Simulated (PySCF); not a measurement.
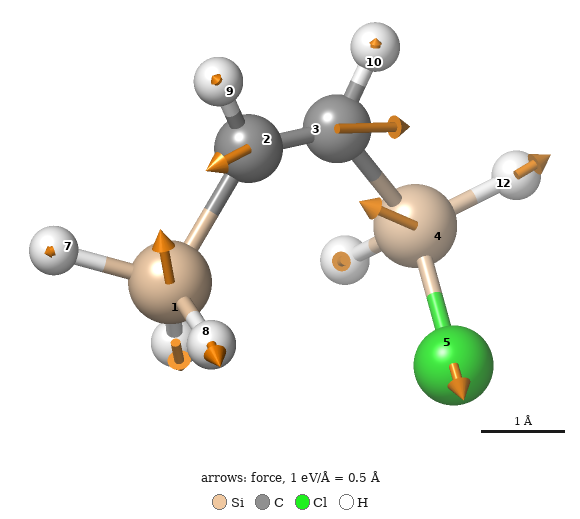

Starting geometry of C₂H₇ClSi₂ with the computed forces as orange arrows. A ball-and-stick model, seen at a tilt.

The start comes from GFN2-xTB. Its atoms were then displaced at random by about 0.01 Å.

All numbers below come from PySCF 2.14.0, density-fitted response routines, PBE0-D3(BJ)/def2-SVP geometry optimisation, gas phase. 

### What follows when this structure is relaxed?

It isn't relaxed: the largest force vector, on a C atom, is 2.23 eV/Å. The final displacements follow the starting forces only in part (cosine between the two patterns 0.35). The atom that moves furthest after the best rigid fit is an H atom (0.14 Å). By element the largest moves are H 0.14 Å, Cl 0.11 Å, Si 0.06 Å, C 0.05 Å. Near-neighbour distances that change, for instance: H–Si 1.432 → 1.492 Å, Cl–Si 2.031 → 2.079 Å, H–Si 1.454 → 1.493 Å, C–Si 1.908 → 1.871 Å. Bond angles that change, for instance: Si–C–H 112.5° → 115.9°, H–Si–H 112.7° → 109.8°, C–C–Si 128.8° → 126.1°. Over 6 geometry steps the energy falls by 0.175 eV. The run took 65 s on 1 thread of Arm Neoverse N1 (shared host).
